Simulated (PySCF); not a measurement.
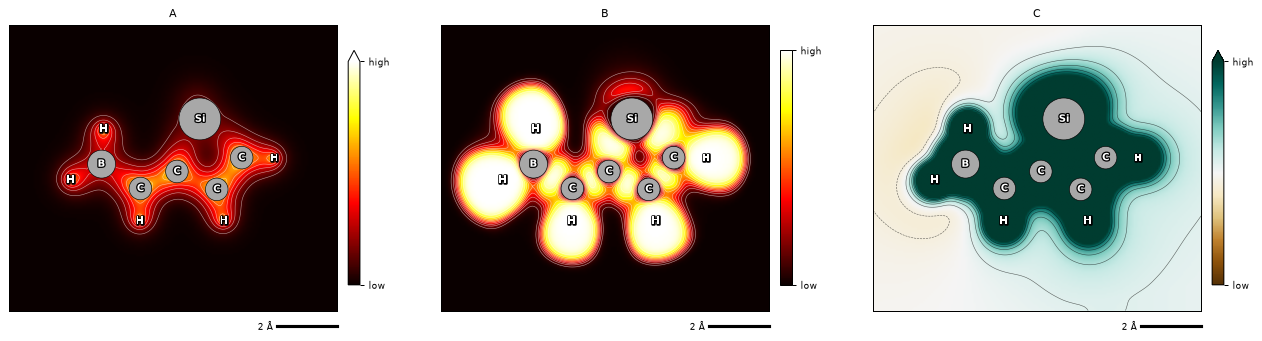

C$_{4}$H$_{6}$BClSi: 3 fields on the plane of atoms B1, C2 and H10, with unlabelled colour scales. Grey discs cover the atomic cores.

Geometry: GFN2-xTB.

Theory: PySCF 2.14.0, CAM-B3LYP/def2-SVPD, SCF density, gas phase.

> The panels show electron density, electron localisation function and electrostatic potential in some order. Assign them.

Panel A: electron density. Panel B: electron localisation function. Panel C: electrostatic potential (strongly positive close to the atoms and fading to about zero outside). From the grid: C–C (1.35 Å): ρ is about 2.3 e/Å³ halfway; the ELF peaks at about 0.95 between the atoms; localised, covalent bonding. C–B (1.53 Å): the density is about 1.5 e/Å³ at the midpoint; the ELF peaks at about 1 between the atoms; localised, covalent bonding.
